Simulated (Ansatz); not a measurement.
```yaml
atoms:
  - { symbol: B, position_ang: [0.5163, 0.1849, 0.2999] }
  - { symbol: Cl, position_ang: [1.3482, -1.1070, -0.8737] }
  - { symbol: Cl, position_ang: [0.1578, 1.7249, -0.8127] }
  - { symbol: F, position_ang: [-0.7647, -0.3590, 0.5478] }
  - { symbol: Ga, position_ang: [-1.1491, -0.4703, -1.7888] }
  - { symbol: H, position_ang: [1.1907, 0.4481, 1.2400] }
```

Geometry: B3LYP/6-31G*.

Level of theory: isolated molecule in a Gaussian basis; Kohn-Sham density functional theory, functional PBE0 in Ansatz.

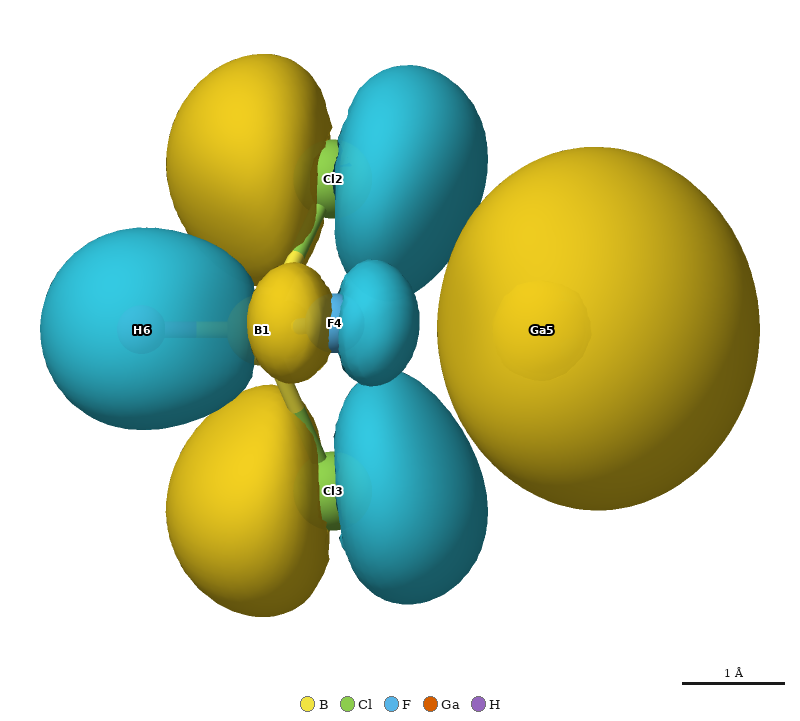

BCl2FGaH. The HOMO at ±0.06 Å⁻³ᐟ² (yellow and cyan are the two phases), seen across its widest extent.

**Where does this orbital lie, and at what energy?**

Its weight (Hirshfeld) is mainly on Ga5 (about 45 %), Cl2 (about 20 %), Cl3 (about 20 %) and H6 (about 5 %). Its energy is −8.00 eV.
